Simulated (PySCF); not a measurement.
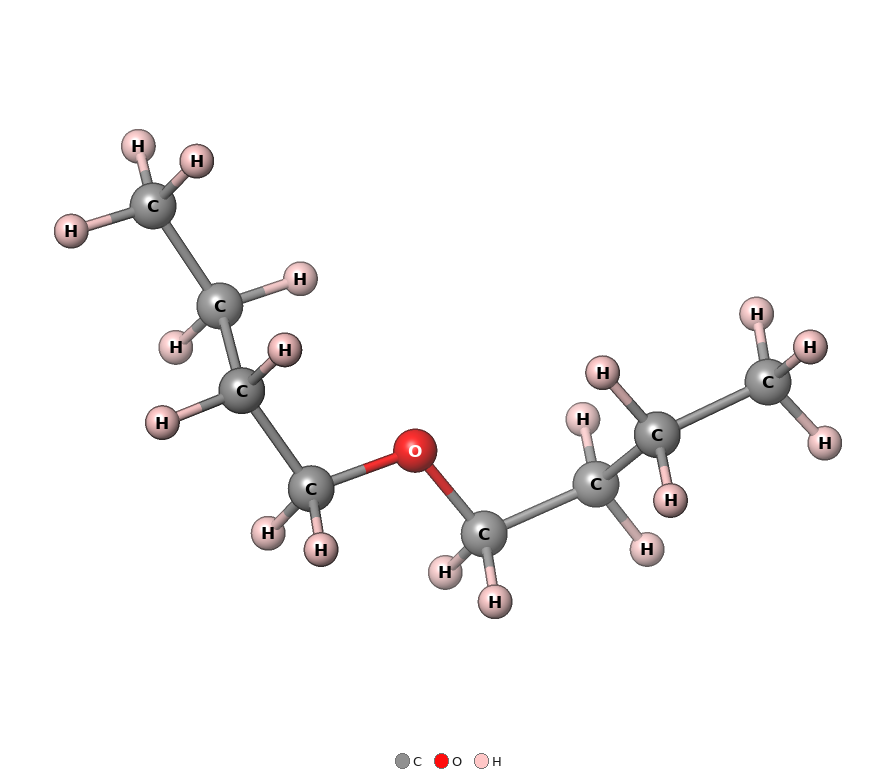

Orthographic view. Depth is shown by fading: the farther an atom, the more it takes the colour of the background. Computed geometry: PBE0-D3(BJ)/def2-SVP optimisation. No frequency run is at hand to confirm it as a minimum.

### Give the standard InChI.

InChI=1S/C8H18O/c1-3-5-7-9-8-6-4-2/h3-8H2,1-2H3
